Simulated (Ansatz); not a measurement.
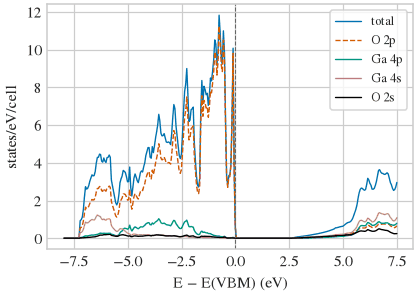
Figure. Total and projected density of states of Ga₂O₃ in space group C2/m (No. 12; Pearson symbol mS20), DFT-LDA in the program Ansatz with PAW potentials

Which orbitals carry the states next to the gap?

Top 1 eV of the valence band: O 2p 96 %. Bottom 1 eV of the conduction band: Ga 4s 46 %, O 2s 32 %, O 2p 13 %, Ga 4p 8 %. Projections are on Löwdin-orthogonalised atomic valence shells; empty p or d shells of many metals are not among them.

Where is the tallest occupied peak in this window, and what makes it?

Near -0.8 eV, about 12 states/eV per cell; the largest projected share is O 2p.

Symmetry was held in the LDA relaxation; of distortions, only those at the zone centre were tested. Spin–orbit coupling is left out wherever it is not named.

Potentials: the later of the program's two PAW sets.
